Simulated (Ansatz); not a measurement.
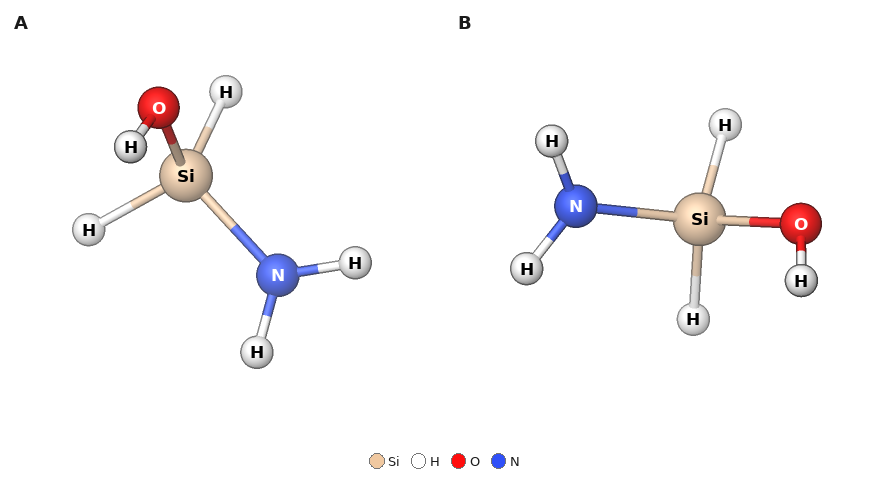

Atoms fade into the background with distance from the viewer. The geometry was computed by an optimisation with PBE0-D4/def2-TZVP.

Are A and B the same structure? If not, how do they differ?

No. They are mirror images that no rotation superimposes: the geometry of H5NOSi is chiral (C1). Their energies are equal.
